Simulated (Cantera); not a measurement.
Input: 1 mol SiHCl3, 0.012 mol CH4, 490 mol H2, equilibrated at 1600 Pa.

These are equilibrium values from Cantera (NASA tables, ideal gas, pure condensed phases), not measurements of a reactor. Candidate condensed phases: C, C6H6, C7H8, C8H18, Si, SiC; 109 gas species. Mutual solubility and eutectic melting of coexisting phases are not modelled. The tables' values for SiCl are old estimates; treat these amounts as uncertain. Gases not in the tables: Si2H6 and higher silanes. Kinetics and transport are ignored.

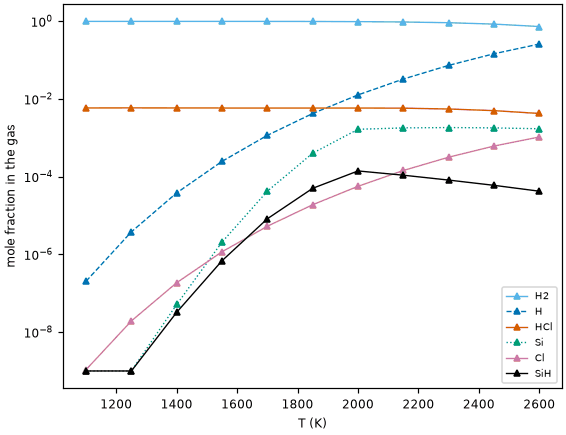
Fig. 1. Equilibrium gas composition (values under 1e-9 drawn at 1e-9)

From 1100 K to 1550 K the condensed part is Si(s) + SiC(s). From 1700 K to 1850 K the condensed part is Si(l) + SiC(s). From 2000 K to 2600 K nothing is condensed. The main Si-bearing gas is SiCl2 at 1100 K and Si at 2600 K.
